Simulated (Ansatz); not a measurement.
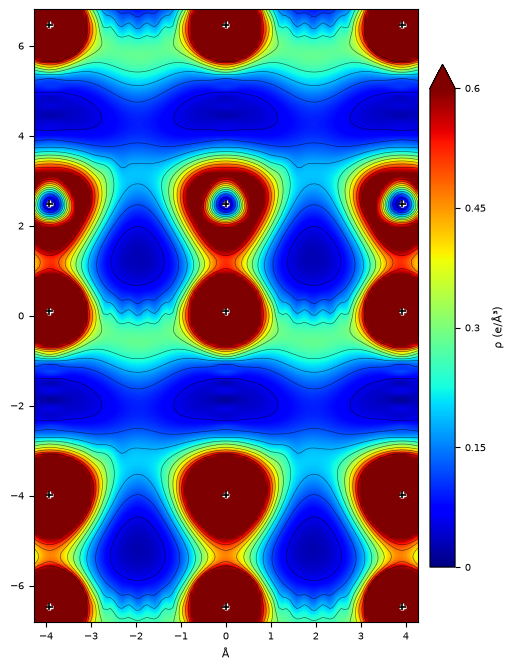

The valence electron density on a plane through atoms (crosses mark nuclei in the plane).

Level of theory: DFT r2SCAN, scalar-relativistic, plane waves, PAW in Ansatz 0.2.0.

Candidates:
A. GdLuN2, a = 3.45 Å, b = 3.45 Å, c = 4.88 Å, α = 90.00°, β = 90.00°, γ = 90.00°. Space group P4/mmm; a structure generated by program, which may or may not match a known phase; spin-polarised.
B. AlGa2P3, a = 3.88 Å, b = 3.88 Å, c = 19.18 Å, α = 90.00°, β = 90.00°, γ = 120.00°. Space group P6₃mc; a structure generated by program, which may or may not match a known phase; computed pressure about −2 GPa in this cell.
C. Ga4AsP3, a = 3.92 Å, b = 3.92 Å, c = 12.94 Å, α = 90.00°, β = 90.00°, γ = 120.00°. Space group P3m1; a structure generated by program, which may or may not match a known phase; computed pressure about −3 GPa in this cell.

Which system is this?

Candidate C: Ga4AsP3 on the (100) plane of the conventional cell, which holds Ga, P and As. Ga–P (2.40 Å): the density is about 0.52 e/Å³ at the midpoint. Ga–As (2.49 Å): the density is about 0.48 e/Å³ at the midpoint.
